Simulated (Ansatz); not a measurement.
# Site preference of Cl in place of S in SiC(10-10)/MgS(100) interface (76 atoms): runs compared

At which site of SiC(10-10)/MgS(100) interface (76 atoms) does Cl in place of S cost least, and what about the site decides it?

Computed with Ansatz 0.2.0: Kohn-Sham DFT, PBE, PAW (set soft_2), plane waves.

### Step 1. The cell as built

The cell holds 76 atoms: 24 Si, 24 C, 14 Mg and 14 S. Its edges and angles: a = 11.823 Å, b = 7.958 Å, c = 10.748 Å, α = 90.0°, β = 90.0°, γ = 98.0°. It derives from SiC and MgS. Wurtzite SiC(10-10), 2 repeat layers, 6 surface cells, strained -0.00 and +0.00 %; rock-salt MgS(100), 2 layers, 7 cells, +1.68 and -3.21 %; outer planes 2.43 Å apart and 2.15 Å at the second interface of the periodic stack; not relaxed, displaced by a Gaussian of 0.02 Å. Regions: SiC, 48 atoms (24 Si and 24 C); MgS, 28 atoms (14 Mg and 14 S).

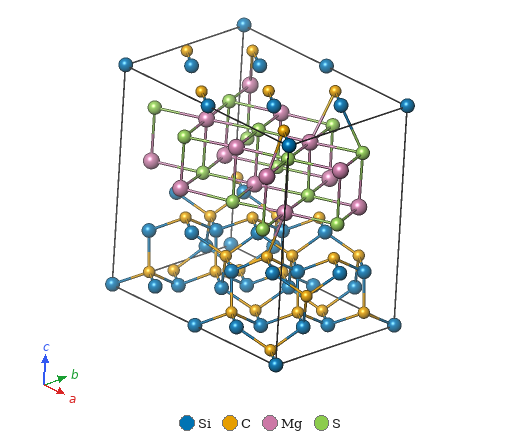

The cell as built. Bonds to atoms that aren't drawn are left out. Some periodic images of atoms are drawn too.

### Step 2. The reference run

The reference is a single point at the end of the relaxation.

Every defect cell starts from the geometry of this run and is relaxed in the fixed cell.

Its input, with most atom lines left out:

```yaml
crystal:
  lattice:
    - [11.8227, 0.0, 0.0]
    - [-1.10952, 7.88027, 0.0]
    - [0.0, 0.0, 10.74772]
  atoms:
    - { symbol: Si, position: [0.67781, 0.33973, 0.00698] }
    - { symbol: C, position: [0.80054, 0.46403, 0.08433] }
    - { symbol: Si, position: [0.92099, 0.33337, 0.0811] }
    - { symbol: C, position: [0.87988, 0.12291, 0.0028] }
    - { symbol: Si, position: [0.75987, 0.50451, 0.25587] }
    - { symbol: C, position: [0.7195, 0.29669, 0.32914] }
    - { symbol: Si, position: [0.832, 0.16387, 0.32388] }
    [... atom lines 8 to 76 left out ...]
kpoints:
  mp_grid: { grid: [1, 2, 1] }
hamiltonian:
  xc: pbe
scf:
  occupations: { method: gaussian, width: 0.05 }
output:
  forces: true
  stress: true
  populations: true
  dos:
    method: { smearing: { sigma: 0.08 } }
    de: 0.1
    projected:
      site_lists:
        C: [C]
        Mg: [Mg]
        S: [S]
        Si: [Si]
        SiC: [0, 1, 2, 3, 4, 5, 6, 7, 8, 9, 10, 11, 12, 13, 14, 15, 16, 17, 18, 19, 20, 21, 22, 23, 24, 25, 26, 27, 28, 29, 30, 31, 32, 33, 34, 35, 36, 37, 38, 39, 40, 41, 42, 43, 44, 45, 46, 47]
        MgS: [48, 49, 50, 51, 52, 53, 54, 55, 56, 57, 58, 59, 60, 61, 62, 63, 64, 65, 66, 67, 68, 69, 70, 71, 72, 73, 74, 75]
  eigenvalues: true
  write_density: true
  write_potential: true
  volumetric_format: npy
  elf: true
```

| Item | Value |
| --- | --- |
| free energy per atom | -800.8413 eV/atom |
| r.m.s. force component | 0.00768 eV/Å |
| pressure | 7.324 GPa |

Filled and empty levels are parted by 0.339 eV on the run's k-points; the mesh holds the band edges only if they fold onto it, so the gap at this level can be narrower or closed, while semilocal functionals tend to narrow gaps against experiment.

### Step 3. The runs

Each row is one run, on 4 threads of Arm Neoverse V1, shared host. The free energy is the program's total, comparable only between runs with the same functional, potentials and atoms.

| run | atoms | outcome | ionic steps, all passes | free energy (eV) | time | host memory (GiB) |
| --- | --- | --- | --- | --- | --- | --- |
| Single point at the start | 76 | converged | - | -60851.252 | 13 s | 2.9 |
| Relaxation | 76 | converged | 11 | -60863.936 | 2 min | 2.9 |
| Single point at the relaxed geometry | 76 | converged | - | -60863.936 | 26 s | 2.9 |
| Cl on a site of S, site S76 | 76 | converged | 14 | -61039.931 | 3.9 min | 2.9 |
| Cl on a site of S, site S74 | 76 | converged | 17 | -61041.528 | 4.5 min | 2.9 |
| Cl on a site of S, site S66 | 76 | converged | 7 | -61041.693 | 2 min | 2.9 |
| Cl on a site of S, site S70 | 76 | converged | 8 | -61041.270 | 2.4 min | 2.9 |
| Cl on a site of S, site S52 | 76 | converged | 8 | -61041.855 | 2.1 min | 2.9 |
| Cl on a site of S, site S54 | 76 | converged | 8 | -61041.105 | 2.3 min | 2.9 |

The surroundings of site S52, the cheapest one, after relaxation, nearest first, numbered as they follow in the input and with coordinates relative to it.

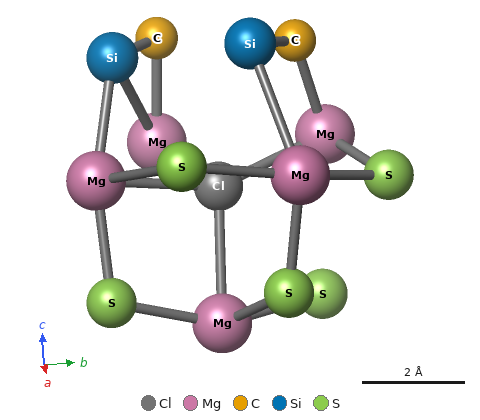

The atoms of the table, within 3.4 Å (arrows a, b, c point along x, y, z); some may hide others.

| atom | x | y | z | distance (Å) |
| --- | --- | --- | --- | --- |
| Cl52 | -0.19 | 0.02 | -0.14 | 0.24 |
| Mg67 | 0.79 | -2.41 | 0.25 | 2.55 |
| Mg55 | -1.27 | 2.19 | 0.60 | 2.60 |
| Mg71 | -2.34 | -1.08 | 0.42 | 2.61 |
| Mg53 | 0.41 | -0.05 | -2.77 | 2.80 |
| Mg51 | 2.45 | 1.55 | 0.45 | 2.93 |
| C28 | -0.37 | 1.65 | 2.65 | 3.14 |
| Si9 | -0.33 | -1.95 | 2.49 | 3.18 |
| Si33 | 1.13 | 0.72 | 2.89 | 3.18 |
| S50 | 2.36 | 1.23 | -1.89 | 3.27 |
| S66 | 1.23 | -2.22 | -2.12 | 3.31 |
| S54 | -1.00 | 1.99 | -2.52 | 3.37 |
| C44 | -1.94 | -1.01 | 2.56 | 3.37 |
| S76 | 3.22 | -0.80 | 0.86 | 3.43 |
| S64 | 0.85 | 3.33 | 0.10 | 3.44 |

### Step 4. The sites compared

All these cells hold the same atoms, so their energies can be compared with no chemical potential.

| site | neighbours | mean distance (Å) | atoms within 6 Å | distance to the other part (Å; 6 means 6 or more) | energy over the best site (eV) | before relaxation (eV) | gain on relaxing (eV) |
| --- | --- | --- | --- | --- | --- | --- | --- |
| S52 | Mg5 | 2.54 | 64 | 3.1 | 0.00 | 0.00 | 0.62 |
| S66 | Mg5 | 2.54 | 63 | 2.8 | 0.16 | 0.18 | 0.64 |
| S74 | Mg5 | 2.52 | 61 | 3.3 | 0.33 | 0.44 | 0.73 |
| S70 | Mg4SiC | 2.74 | 62 | 2.2 | 0.59 | 0.76 | 0.79 |
| S54 | Mg4SiC | 2.64 | 60 | 2.2 | 0.75 | 0.84 | 0.71 |
| S76 | Mg4SiC | 2.60 | 70 | 1.9 | 1.92 | 1.87 | 0.57 |

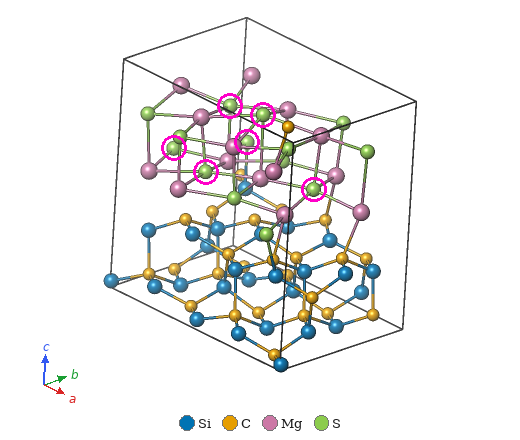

The relaxed cell with the tried sites ringed. Some periodic images of atoms are drawn too.

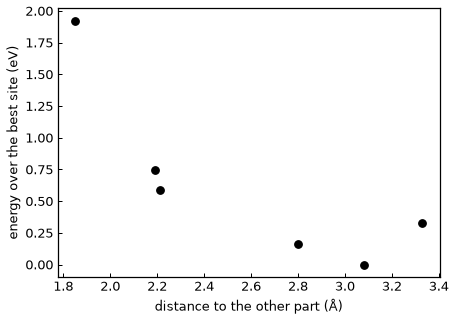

Site energy against the site's surroundings.

### Step 5. What came out

The cheapest site is S52 (5 neighbours, Mg5); the dearest, S76 (6 neighbours, Mg4SiC), costs 1.9 eV more. Over 6 sites the energy falls with the distance to the other part (correlation -0.81). Sites with the same first shell differ by up to 1.34 eV, from their geometry, farther neighbours or both. Relaxation gains 0.57 to 0.79 eV and leaves the best site the same.

Caveats: Defects are neutral and interact with their images. Only 6 of the 14 S sites were tried; unless symmetry makes the others alike to these, a cheaper one may exist. The change leaves an odd electron count, and these runs have no spin polarisation. The host structure and its lattice constant were typed by rule, without a check against the phase diagram. The pressure of 7.3 GPa shows the cell to be compressed for this functional.

The DFT runs together took 20 min of wall time.

[Logs are printed without paths, hosts, clocks, repeated set-up lines and the standing remarks that a program may print on its own settings, such as how far it seeks lower states.]

[Hosts, paths, dates, database ids (printed as entryN), source tags and the programs' standing remarks are cut or masked in the printed files.]
